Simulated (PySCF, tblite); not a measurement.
**C₂H₉OP₂Si₂ radical: geometry, infrared bands and EPR parameters**

Aim: predict the infrared bands and EPR parameters of C₂H₉OP₂Si₂ radical (`C[C](O)[SiH]1P[SiH2]P1`).

Computed with tblite 0.8.0 and PySCF 2.14.0, with density-fitted response routines of our own, on a single molecule in the gas phase. Atoms are numbered from 0 throughout.

### Step 1. The molecule as given

16 atoms, charge 0, multiplicity 2; geometry from: force field or distance geometry start.

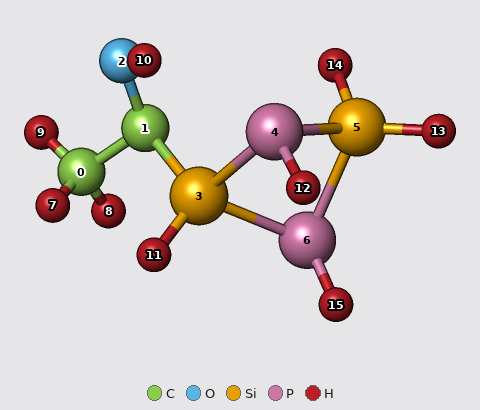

The starting geometry (carbon green, oxygen blue, silicon amber, phosphorus pink, hydrogen red), atoms numbered.

### Step 2. Relaxing the molecule with GFN2-xTB

What the job is given:

```
{"job": {"kind": "relax", "xc": "GFN2-xTB", "basis": "xTB"}, "charge": 0, "multiplicity": 2}
C     -2.592900     0.401100    -0.309200
C     -1.414700    -0.128000     0.429200
O     -1.625900    -1.372500     1.033100
Si     0.039900    -0.116700    -0.726000
P      1.699700    -1.379700     0.066700
Si     2.202800     0.409800     1.271300
P      1.398800     1.602900    -0.424700
H     -2.605400    -0.113900    -1.289500
H     -2.429100     1.497600    -0.439100
H     -3.530800     0.266000     0.272500
H     -0.876100    -1.973000     0.794600
H     -0.232500    -0.398500    -2.115900
H      2.690100    -1.507800    -0.996800
H      3.632700     0.610600     1.509300
H      1.321900     0.501300     2.445900
H      2.313700     1.709700    -1.532800
```

Launch:

```console
> OMP_NUM_THREADS=1 python probes_run.py task.json out
```

The driver reads the jobs from task.json and runs them one after another.

Output:

```text
step      E/eV     max force
  0    -579.73741    2.823
  1    -580.07794    2.060
  2    -580.54260    1.290
  3    -580.69299    0.969
  4    -580.79350    0.856
  5    -580.85143    0.686
  6    -580.93325    0.655
  7    -580.98096    0.769
  8    -581.02674    0.451
  9    -581.05160    0.463
 10    -581.07900    0.524
 11    -581.11773    0.422
 12    -581.14726    0.514
 13    -581.16950    0.420
 14    -581.18874    0.393
 15    -581.20396    0.402
 16    -581.21850    0.364
 17    -581.22974    0.303
 18    -581.23550    0.196
 19    -581.23914    0.191
 20    -581.24237    0.163
 21    -581.24551    0.140
 22    -581.24830    0.139
 23    -581.25031    0.112
 24    -581.25180    0.090
 25    -581.25322    0.088
 26    -581.25499    0.139
 27    -581.25714    0.153
 28    -581.25924    0.128
 29    -581.26112    0.134
 30    -581.26321    0.145
 31    -581.26567    0.165
 32    -581.26806    0.158
 33    -581.26980    0.101
 34    -581.27078    0.069
 35    -581.27134    0.075
 36    -581.27189    0.070
 37    -581.27240    0.059
 38    -581.27295    0.065
 39    -581.27367    0.077
 40    -581.27469    0.111
 41    -581.27590    0.115
 42    -581.27693    0.073
 43    -581.27763    0.060
 44    -581.27819    0.073
 45    -581.27895    0.078
 46    -581.28002    0.083
 47    -581.28120    0.070
 48    -581.28220    0.076
 49    -581.28303    0.070
 50    -581.28383    0.090
 51    -581.28486    0.103
 52    -581.28621    0.104
 53    -581.28775    0.107
 54    -581.28944    0.104
 55    -581.29125    0.108
 56    -581.29324    0.097
 57    -581.29551    0.116
 58    -581.29798    0.134
 59    -581.29898    0.166
 60    -581.30148    0.141
 61    -581.30271    0.106
 62    -581.30522    0.068
 63    -581.30663    0.115
 64    -581.30804    0.123
 65    -581.30911    0.092
 66    -581.31025    0.082
 67    -581.31177    0.107
 68    -581.31352    0.133
 69    -581.31478    0.125
 70    -581.31485    0.112
 71    -581.31629    0.065
 72    -581.31684    0.046
 73    -581.31747    0.042
 74    -581.31783    0.048
 75    -581.31815    0.040
 76    -581.31839    0.039
 77    -581.31864    0.032
 78    -581.31883    0.036
 79    -581.31895    0.033
 80    -581.31903    0.019
 81    -581.31908    0.016
 82    -581.31912    0.014
 83    -581.31916    0.014
 84    -581.31919    0.015
 85    -581.31923    0.015
 86    -581.31925    0.010
```

It took 0.9 s on 1 thread of Arm Neoverse V1, shared host.

Step by step: (not every step is listed)

```tsv
step	energy from step 0 (eV)	largest force (eV/Å)
0	0.0000	2.8233
1	-0.3405	2.0602
2	-0.8052	1.2899
3	-0.9556	0.9693
4	-1.0561	0.8557
5	-1.1140	0.6863
6	-1.1958	0.6554
7	-1.2436	0.7688
8	-1.2893	0.4507
15	-1.4666	0.4018
22	-1.5109	0.1394
29	-1.5237	0.1340
36	-1.5345	0.0703
43	-1.5402	0.0601
50	-1.5464	0.0901
57	-1.5581	0.1160
64	-1.5706	0.1232
71	-1.5789	0.0652
78	-1.5814	0.0359
81	-1.5817	0.0160
82	-1.5817	0.0141
83	-1.5818	0.0136
84	-1.5818	0.0150
85	-1.5818	0.0150
86	-1.5818	0.0099
```

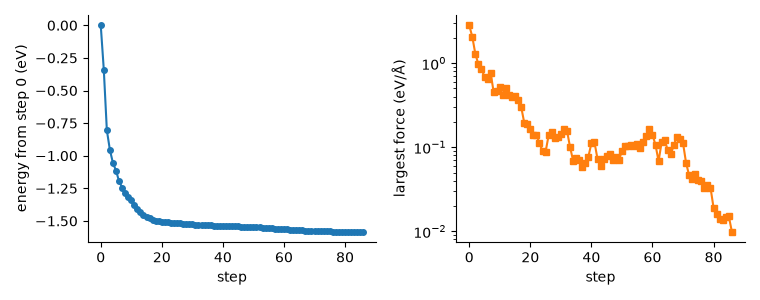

Energy and largest force along the relaxation.

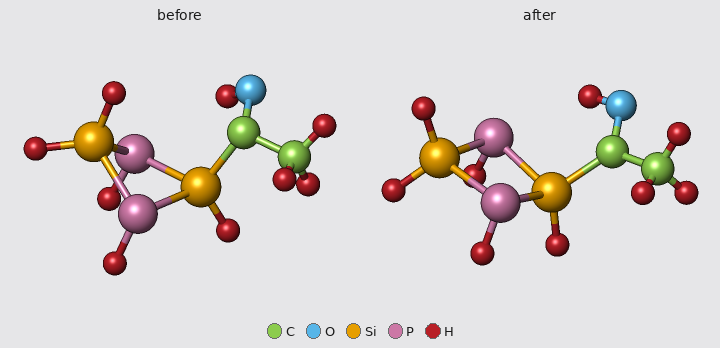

Before and after, at one scale.

Close pairs (by a distance rule), those that changed most:

```tsv
bond	before (Å)	after (Å)	change (Å)
P4–H12	1.459	1.376	-0.083
Si3–P6	2.212	2.287	+0.074
P6–H15	1.441	1.383	-0.058
P4–Si5	2.215	2.263	+0.048
C1–O2	1.399	1.356	-0.044
Si3–P4	2.231	2.272	+0.041
Si5–P6	2.224	2.262	+0.038
Si3–H11	1.444	1.475	+0.031
```

The next job starts from the end point, and lists it.

### Step 3. Infrared spectrum with GFN2-xTB

What the job is given:

```
{"job": {"kind": "ir", "xc": "GFN2-xTB", "basis": "xTB"}, "charge": 0, "multiplicity": 2}
C     -2.714562     0.370679    -0.491759
C     -1.549044    -0.453462    -0.080334
O     -1.865016    -1.537223     0.670339
Si     0.171244    -0.116294    -0.652169
P      1.482567    -1.473345     0.613828
Si     2.520786     0.473543     1.117092
P      1.053118     1.857325     0.092962
H     -3.149221    -0.007780    -1.420051
H     -2.402182     1.398154    -0.659397
H     -3.487141     0.335398     0.274220
H     -1.060667    -2.022862     0.910806
H      0.457300    -0.252802    -2.092826
H      2.333552    -1.850300    -0.400124
H      3.875969     0.537971     0.571754
H      2.493768     0.672619     2.563164
H      1.831931     2.077322    -1.028915
```

Output:

```text
mode    cm-1     km/mol
  1      21.9      0.51
  2      38.8      1.59
  3      77.5      0.13
  4      88.8      0.53
  5     121.7      7.49
  6     203.1      1.10
  7     225.2      1.54
  8     269.2      0.54
  9     360.6     15.69
 10     393.7     32.09
 11     420.4      5.01
 12     429.8     56.25
 13     453.8      5.01
 14     457.0     11.20
 15     486.7     19.49
 16     510.6     36.12
 17     521.7     90.95
 18     587.9    104.73
 19     607.7    403.33
 20     626.0     48.46
 21     636.1     42.37
 22     679.5     43.32
 23     681.3     30.74
 24     700.8    144.79
 25     743.5    193.48
 26     986.5      3.10
 27     995.7      8.42
 28    1107.8    132.71
 29    1277.5      4.79
 30    1332.7    266.56
 31    1384.8     11.81
 32    1450.7      7.08
 33    1466.2      1.36
 34    2103.0    230.47
 35    2239.7    170.57
 36    2271.4    113.73
 37    2310.2    179.09
 38    2364.5    175.99
 39    2946.9     19.13
 40    3020.6      8.52
 41    3036.4     19.23
 42    3399.9     18.77
```

Run time: 0.83 s. Hardware: 1 thread of Arm Neoverse V1, shared host.

The strongest bands and the atoms that carry them (share of the mass-weighted mode):

```tsv
cm⁻¹	km/mol	atoms
608	403.3	H14 36 %, H15 15 %, H13 13 %
701	144.8	H15 23 %, Si3 22 %, H12 17 %
744	193.5	H14 43 %, H13 34 %
1333	266.6	C1 53 %, O2 19 %, H10 13 %
2103	230.5	H11 97 %
2240	170.6	H13 91 %
2310	179.1	H15 89 %
2364	176.0	H12 95 %
```

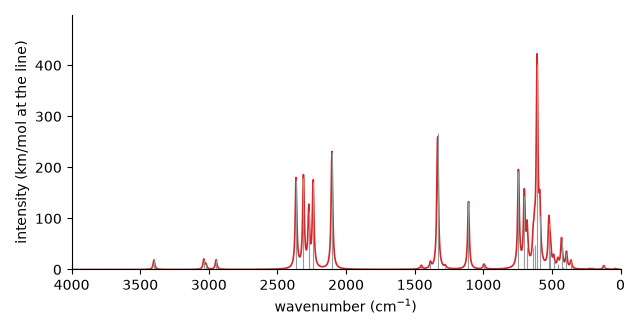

The infrared spectrum from these modes, unscaled. Lines are broadened to a width of 14 cm⁻¹ (Lorentzian).

### Step 4. g tensor and hyperfine couplings: B3LYP/pcH-1

The job, as its differences from that of step 3:

```diff
@@ -1,2 +1,2 @@
-{"job": {"kind": "ir", "xc": "GFN2-xTB", "basis": "xTB"}, "charge": 0, "multiplicity": 2}
+{"job": {"kind": "epr", "basis": "pcH-1"}, "charge": 0, "multiplicity": 2}
 C     -2.714562     0.370679    -0.491759
```

Level: UKS B3LYP, pcH-1 on C H O P Si, non-relativistic, mean-field spin-orbit, GIAO.

Output:

```text
UKS, coarse grid
  cycle   1  E = -1418.48765687  |g| = 4.84e-01
  cycle   2  E = -1418.36677663  |g| = 7.34e-01
  cycle   3  E = -1418.56592881  |g| = 1.12e-01
  cycle   4  E = -1418.57010915  |g| = 4.32e-02
  cycle   5  E = -1418.57097989  |g| = 7.90e-03
  cycle   6  E = -1418.57101000  |g| = 4.70e-03
  cycle   7  E = -1418.57102238  |g| = 9.17e-04
  cycle   8  E = -1418.57102463  |g| = 5.34e-04
UKS, final grid
  cycle   1  E = -1418.57101598  |g| = 5.95e-04
  cycle   2  E = -1418.57101584  |g| = 7.95e-04
  cycle   3  E = -1418.57101618  |g| = 6.48e-05
  cycle   4  E = -1418.57101618  |g| = 2.51e-05
E = -1418.57101618 Eh   <S^2> = 0.7535 (exact 0.7500)
g shifts (ppm)      1          2          3
  rmc          -182       -182       -182
  gc             -3         29         28
  oz_so         -33       1453       2425
  total        -217       1299       2270
hyperfine (MHz)  atom isotope    a_iso     a_fc   dipolar eigenvalues
    0   13C     -26.01     -26.02     -1.70     -0.06      1.75
    1   13C      71.19      71.21    -64.86    -63.68    128.54
    2   17O     -21.74     -21.79    -71.05     34.68     36.37
    3  29Si      46.27      46.27     -5.16      0.52      4.65
    4   31P      -6.91      -6.92     -0.69     -0.40      1.09
    5  29Si       1.17       1.16     -0.49      0.05      0.43
    6   31P      81.96      82.13    -12.78    -10.52     23.29
    7    1H     110.88     110.88     -4.57     -3.15      7.72
    8    1H      23.38      23.37     -4.34     -3.81      8.15
    9    1H      33.14      33.13     -4.15     -3.52      7.67
   10    1H     -13.14     -13.17    -13.28     -9.43     22.71
   11    1H      70.42      70.42     -3.22     -1.60      4.82
   12    1H       0.81       0.81     -1.06     -0.92      1.98
   13    1H      -1.06      -1.06     -0.51     -0.42      0.93
   14    1H      -0.14      -0.14     -0.65     -0.59      1.24
   15    1H       6.23       6.23     -1.65     -0.56      2.21
```

Wall time 2.2 min (1 thread of Arm Neoverse V1, shared host); peak memory 1.1 GiB.

Principal g values 2.00210, 2.00362, 2.00459; g(iso) = 2.00344, against 2.00232 for a free electron.

Hyperfine couplings; where a row names several nuclei, a(iso) is their mean (it holds for fast rotation or exchange) and the dipolar term the largest among them:

```tsv
nuclei	isotope	a(iso) (MHz)	a(iso) (G, at g = 2.0023)	largest dipolar term (MHz)
C1	13C	71.2	25.4	128.5
H11	1H	70.4	25.1	4.8
H7, H8, H9	1H	55.8	19.9	8.2
Si3	29Si	46.3	16.5	-5.2
P4, P6	31P	37.5	13.4	23.3
C0	13C	-26.0	-9.3	1.8
O2	17O	-21.7	-7.8	-71.0
H10	1H	-13.1	-4.7	22.7
H12, H15	1H	3.5	1.3	2.2
Si5	29Si	1.2	0.4	-0.5
H13	1H	-1.1	-0.4	0.9
H14	1H	-0.1	-0.1	1.2
```

Mulliken spin populations:

C0 -0.07; C1 0.75; O2 0.15; Si3 0.02; P4 0.00; Si5 0.00; P6 0.03; H7 0.05; H8 0.01; H9 0.02; H10 -0.01; H11 0.04; H12 0.00; H13 0.00; H14 0.00; H15 0.01

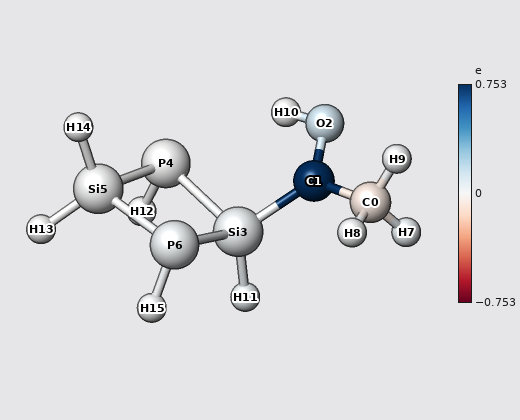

Mulliken spin populations, as colours on the atoms.

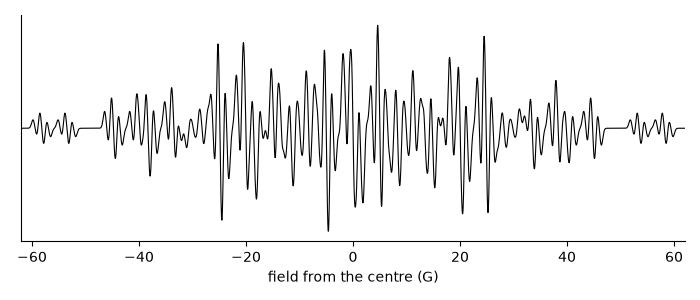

First-order isotropic spectrum (first derivative, main isotopes with spin only, couplings over 0.8 MHz, Gaussian width 0.3 G; couplings of the frozen geometry, rotation of groups not averaged beyond the rows shown).

The fields below are evaluated on a grid from the run's orbitals.

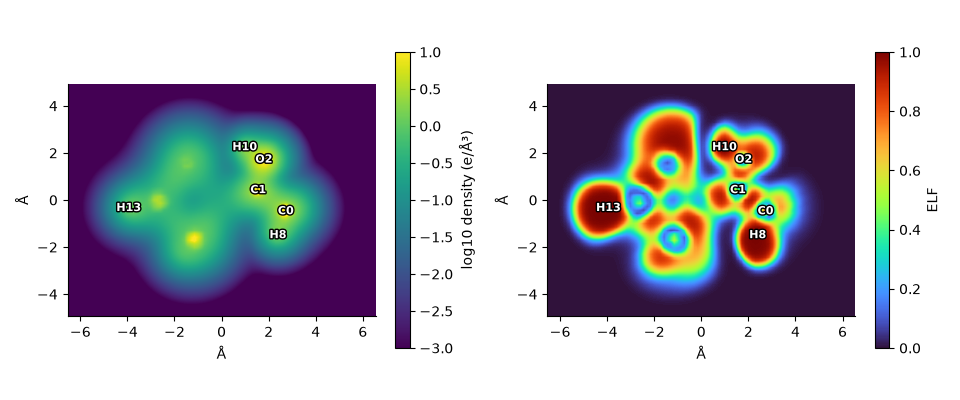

Density (left) and ELF (right) in a plane through or near 6 of the atoms.

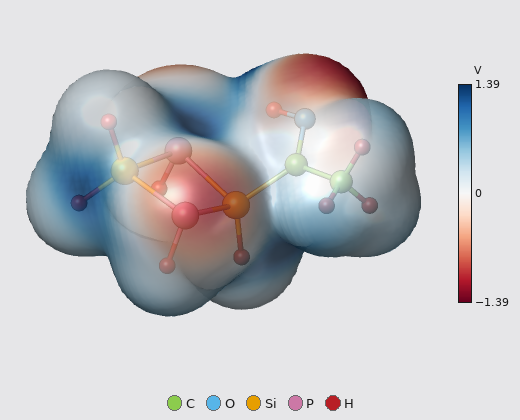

The potential that a unit positive charge feels on the 0.002 e/bohr³ surface, from -1.09 V near O2 to 1.39 V near H10.

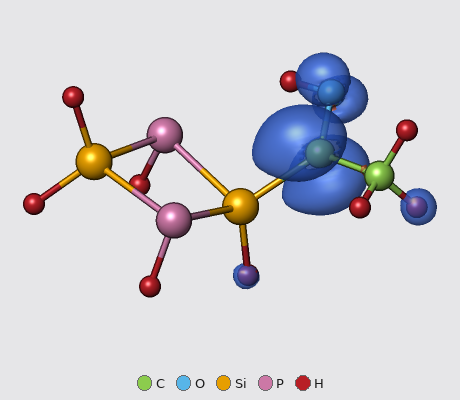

Spin density at ±0.04 e/Å³ (alpha excess blue, beta excess red).

### Step 5. Outcome

| quantity | value |
| --- | --- |
| strongest single infrared mode (GFN2-xTB) | 608 cm⁻¹, 403 km/mol |
| zero-point energy (GFN2-xTB) | 63.0 kcal/mol |
| g(iso) (B3LYP) | 2.00344 |
| ⟨S²⟩ | 0.753 (exact 0.75) |
| largest a(iso) (averaged by class) | 13C on C1, 71.2 MHz |
| potential on the surface of density 0.002 e/bohr³, 1st and 99th percentile | -1.09 V and 1.39 V |

In words: Relaxing lowered the energy by 1.582 eV in 86 steps; the close pair that moved most is P4–H12, from 1.459 to 1.376 Å. No mode is imaginary among the 42: a minimum at this level. The strongest single mode, at 608 cm⁻¹, has its largest shares on H14, H15 and H13 (the list is cut at 3 atoms). Unscaled tight-binding wavenumbers are off by several per cent, some by more. Its intensities can rank the bands wrongly. Most of the unpaired spin sits on C1 (0.75 e). The isotropic g lies 1.1 ppt above the free-electron value. These values are for one conformer; the search (at its own cheap level) found 2 more, at 0.03, 1.14 kcal/mol (those within 0.05 may be mirror or relabelled copies), and measured spectra average over such forms.
